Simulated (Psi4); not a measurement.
**CH5B− (SMILES [BH2-]C) at U-revPBE/def2-SVPD**

What is the vertical doublet–quartet gap of CH5B− at U-revPBE/def2-SVPD? 

The results are computed with Psi4 1.11.

**1. Starting point**

CH5B−: 7 atoms, total charge -1, spin state doublet. As SMILES, `[BH2-]C`. Geometry: relaxed at GFN2-xTB.

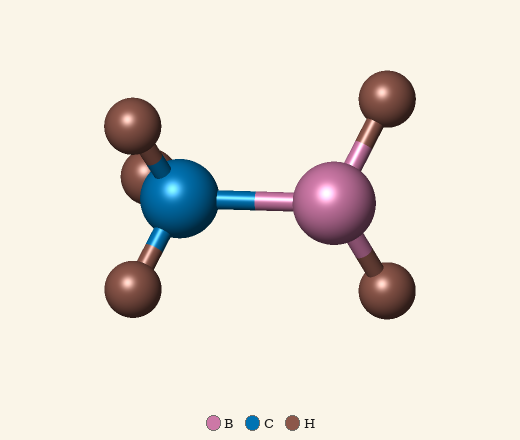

Viewed from a chosen angle; boron pink, carbon blue, hydrogen brown.

**2. Energy and forces at U-revPBE/def2-SVPD**

job.py reads:

```python
import psi4

psi4.set_memory('1600 MB')
psi4.set_num_threads(1)
psi4.set_output_file('ch5b.out', False)

m = psi4.geometry("""
-1 2
B
C 1 1.642246
H 1 1.245032 2 113.34578
H 1 1.244676 3 111.96512 2 129.72848
H 2 1.102097 1 112.71469 4 174.94434
H 2 1.114004 5 104.9397 1 -125.79125
H 2 1.10216 5 105.82662 6 -110.6702
units angstrom
symmetry c1
no_reorient
no_com
""")

psi4.set_options({
    'reference': 'uks',
    'puream': True,
    'e_convergence': 1e-09,
    'd_convergence': 1e-08,
    'scf_type': 'pk',
    'dft_radial_points': 99,
    'dft_spherical_points': 590,
    'maxiter': 200,
})

energy_value, wavefunction = psi4.gradient("revpbe/def2-SVPD", return_wfn=True)
psi4.oeprop(wavefunction, "DIPOLE", "QUADRUPOLE", "MAYER_INDICES", title="REVPBE")
print('gradient / Eh bohr^-1')
print(energy_value.np.round(6))
print(f'energy = {wavefunction.energy():.10f} Eh')
```

Launch:

```sh
$ python job.py
```

ch5b.out:

```text
[...]
  Running in c1 symmetry.
[...]
  Nuclear repulsion =   30.809886340462494
[...]
  Multiplicity = 2
[...]
  Nalpha       = 9
  Nbeta        = 8
[...]
    Number of basis functions: 80
[...]
   @UKS iter   1:   -65.36711651900671   -1.21675e-01   1.05960e-02 DIIS/ADIIS
[...]
   @UKS iter  12:   -65.84910029361029   -3.25429e-12   3.75385e-09 DIIS
[...]
   @S^2 Observed:                7.531154208E-01
[...]
  @UKS Final Energy:   -65.84910029361029
   => Energetics <=
    Nuclear Repulsion Energy =             30.8098863404624943
    One-Electron Energy =                -151.3832387462753672
    Two-Electron Energy =                  66.1594892860457406
    DFT Exchange-Correlation Energy =     -11.4352371738431629
    Empirical Dispersion Energy =           0.0000000000000000
    VV10 Nonlocal Energy =                  0.0000000000000000
    Total Energy =                        -65.8491002936102916
[...]
  -Total Gradient:
     Atom            X                  Y                   Z
    ------   -----------------  -----------------  -----------------
       1        0.009715707744    -0.004746834588    -0.006888115356
       2       -0.004534289156     0.002246221475     0.009098126627
       3       -0.002868904983     0.000283221760     0.002781496696
       4       -0.001925988106     0.002091074945     0.002833969807
       5       -0.006870495999    -0.004544055240    -0.003711774833
       6        0.007210889229    -0.003493784235    -0.000404436934
       7       -0.000726839905     0.008164102778    -0.003709296217
[...]
 Multipole Moments:
 ------------------------------------------------------------------------------------
     Multipole            Electronic (a.u.)      Nuclear  (a.u.)        Total (a.u.)
 ------------------------------------------------------------------------------------
 L = 1.  Multiply by 2.5417464519 to convert [e a0] to [Debye]
 Dipole X            :          0.4313048           -0.7049114           -0.2736066
 Dipole Y            :         -0.2047341            0.3351670            0.1304330
 Dipole Z            :         -0.0234592            1.6022262            1.5787670
 Magnitude           :                                                    1.6076002
 L = 2.  Multiply by 1.3450342976 to convert [e a0^2] to [Debye ang]
 Quadrupole XX       :        -25.1726565            8.1844859          -16.9881706
 Quadrupole XY       :         -2.2142698            2.3536739            0.1394041
[...]
```

The script printed:

```text
gradient / Eh bohr^-1
[[ 0.009716 -0.004747 -0.006888]
 [-0.004534  0.002246  0.009098]
 [-0.002869  0.000283  0.002781]
 [-0.001926  0.002091  0.002834]
 [-0.00687  -0.004544 -0.003712]
 [ 0.007211 -0.003494 -0.000404]
 [-0.000727  0.008164 -0.003709]]
energy = -65.8491002936 Eh
```

Wall time 20 s (1 thread of AMD EPYC 9R45 (Zen 5), shared host); peak memory 0.75 GiB.

**3. The quartet**

ch5b.json reads:

```json
{
 "schema_name": "qcschema_input",
 "schema_version": 1,
 "molecule": {
  "schema_name": "qcschema_molecule",
  "schema_version": 2,
  "symbols": ["B", "C", "H", "H", "H", "H", "H"],
  "geometry": [-0.69470112, -1.6566851, 0.56013372, 0.24539983, 1.24330751, -0.02065471, 1.07035977, -3.12197874, 1.0826241, -2.09995816, -2.53245977, -1.11038417, 1.34890541, 2.05985817, 1.54555031, 1.47279585, 1.45552375, -1.71776105, -1.34282049, 2.55245308, -0.3395082],
  "molecular_charge": -1,
  "molecular_multiplicity": 4,
  "fix_symmetry": "c1",
  "fix_com": true,
  "fix_orientation": true
 },
 "driver": "gradient",
 "model": {
  "method": "revpbe",
  "basis": "def2-SVPD"
 },
 "keywords": {
  "reference": "uks",
  "puream": true,
  "e_convergence": 1e-09,
  "d_convergence": 1e-08,
  "scf_type": "pk",
  "dft_radial_points": 99,
  "dft_spherical_points": 590,
  "maxiter": 200,
  "scf_properties": ["LOWDIN_CHARGES", "DIPOLE", "WIBERG_LOWDIN_INDICES"]
 }
}
```

Launch:

```sh
$ psi4 --qcschema ch5b.json -n 1 --memory 1600MB
```

stdout:

```text
[...]
  Running in c1 symmetry.
[...]
  Nuclear repulsion =   30.809888857189605
[...]
  Multiplicity = 4
[...]
  Nalpha       = 10
  Nbeta        = 7
[...]
    Number of basis functions: 80
[...]
   @UKS iter   1:   -65.17613599497516    6.93055e-02   1.03889e-02 ADIIS/DIIS
[...]
   @UKS iter  19:   -65.64155916878084   -3.83693e-13   5.46835e-09 DIIS
[...]
   @S^2 Observed:                3.753580043E+00
[...]
    Orbital Energies [Eh]
    ---------------------
    Alpha Occupied:
       1A     -9.740965     2A     -6.362171     3A     -0.467600
       4A     -0.311188     5A     -0.223777     6A     -0.192607
       7A     -0.164619     8A     -0.133926     9A      0.028038
      10A      0.113797
    Alpha Virtual:
      11A      0.148679    12A      0.201067    13A      0.203317
      14A      0.208615    15A      0.218501    16A      0.236097
      17A      0.238912    18A      0.249742    19A      0.278270
      20A      0.300040    21A      0.319556    22A      0.323306
      23A      0.326704    24A      0.369546    25A      0.380763
[...]
  @UKS Final Energy:   -65.64155916878084
   => Energetics <=
    Nuclear Repulsion Energy =             30.8098888571896055
    One-Electron Energy =                -149.9821592503413115
    Two-Electron Energy =                  64.8127181315012280
    DFT Exchange-Correlation Energy =     -11.2820069071303628
    Empirical Dispersion Energy =           0.0000000000000000
    VV10 Nonlocal Energy =                  0.0000000000000000
    Total Energy =                        -65.6415591687808444
[...]
 Multipole Moments:
 ------------------------------------------------------------------------------------
     Multipole            Electronic (a.u.)      Nuclear  (a.u.)        Total (a.u.)
 ------------------------------------------------------------------------------------
 L = 1.  Multiply by 2.5417464519 to convert [e a0] to [Debye]
 Dipole X            :          2.5319889           -1.5518242            0.9801646
 Dipole Y            :          1.9053420           -0.4101840            1.4951580
 Dipole Z            :         -3.1538491            2.1372613           -1.0165878
 Magnitude           :                                                    2.0566164
[...]
  -Total Gradient:
     Atom            X                  Y                   Z
    ------   -----------------  -----------------  -----------------
       1       -0.006319517413    -0.078112020751    -0.011242966676
       2        0.001366114526     0.039150788764     0.007425720195
       3       -0.000047527024     0.024230907100     0.010397548201
       4       -0.003519070383     0.025072735078     0.007885679696
       5       -0.002274863456    -0.005598048458    -0.013631149039
       6       -0.001266979985     0.003377331554     0.002811863032
       7        0.012061843366    -0.008121639408    -0.003646702150
[...]
```

The result, in JSON:

```text
{
 "driver": "gradient",
 "model": {
  "method": "revpbe",
  "basis": "def2-SVPD"
 },
 "success": true,
 "return_result": [-0.006319517413445566, -0.07811202075056785, -0.01124296667561625, 0.0013661145260221302, 0.03915078876397943, 0.007425720194894868, -4.7527023971566384e-05, 0.024230907100087837, 0.010397548201198197, -0.0035190703826397107, 0.02507273507823231, 0.007885679696161885, -0.002274863455911741, -0.005598048457814725, -0.013631149038601104, -0.0012669799845946017, 0.0033773315538001975, 0.002811863032401718, 0.012061843366211578, -0.008121639408344289, -0.0036467021497116614],
 "properties": {
  "calcinfo_nbasis": 80,
  "calcinfo_nmo": 80,
  "calcinfo_nalpha": 10,
  "calcinfo_nbeta": 7,
  "calcinfo_natom": 7,
  "nuclear_repulsion_energy": 30.809888857189605,
  "return_energy": -65.64155916878084,
  "return_gradient": [-0.006319517413445566, -0.07811202075056785, -0.01124296667561625, 0.0013661145260221302, 0.03915078876397943, 0.007425720194894868, -4.7527023971566384e-05, 0.024230907100087837, 0.010397548201198197, -0.0035190703826397107, 0.02507273507823231, 0.007885679696161885, -0.002274863455911741, -0.005598048457814725, -0.013631149038601104, -0.0012669799845946017, 0.0033773315538001975, 0.002811863032401718, 0.012061843366211578, -0.008121639408344289, -0.0036467021497116614],
  "scf_one_electron_energy": -149.9821592503413,
  "scf_two_electron_energy": 64.81271813150123,
  "scf_xc_energy": -11.282006907130363,
  "scf_dipole_moment": [0.9801646272722184, 1.4951580194798608, -1.0165877755181194],
  "scf_total_energy": -65.64155916878084,
  "scf_total_gradient": [-0.006319517413445566, -0.07811202075056785, -0.01124296667561625, 0.0013661145260221302, 0.03915078876397943, 0.007425720194894868, -4.7527023971566384e-05, 0.024230907100087837, 0.010397548201198197, -0.0035190703826397107, 0.02507273507823231, 0.007885679696161885, -0.002274863455911741, -0.005598048457814725, -0.013631149038601104, -0.0012669799845946017, 0.0033773315538001975, 0.002811863032401718, 0.012061843366211578, -0.008121639408344289, -0.0036467021497116614],
  "scf_iterations": 19
 }
}
```

It took 29 s on 1 thread of AMD EPYC 9R45 (Zen 5), shared host; peak memory 0.75 GiB.

**4. Results**

At U-revPBE/def2-SVPD:

| quantity | value |
| --- | --- |
| doublet: total energy | -65.84910 Eh |
| doublet: HOMO energy (highest over α and β) | 2.85 eV |
| doublet: LUMO energy (lowest over α and β) | 4.39 eV |
| doublet: ⟨S²⟩ | 0.753 |
| doublet: largest force on an atom | 0.659 eV/Å |
| quartet: total energy | -65.64156 Eh |
| quartet: HOMO energy (highest over α and β) | 3.10 eV |
| quartet: ⟨S²⟩ | 3.754 |
| quartet: largest force on an atom | 4.071 eV/Å |
| vertical energy of the quartet above the doublet | 5.647 eV |

**Reading.** At this shape the quartet lies 5.65 eV (545 kJ/mol) above the doublet. For an anion a state so high probably lies above electron detachment. The largest force (doublet) is 0.66 eV/Å: the shape isn't a stationary point for this species at this level. The HOMO (doublet) lies at positive energy, 2.85 eV, as semi-local functionals often give for anions; only total energies tell whether the electron is bound. The HOMO (quartet) lies at positive energy, 3.10 eV, as semi-local functionals often give for anions; only total energies tell whether the electron is bound.
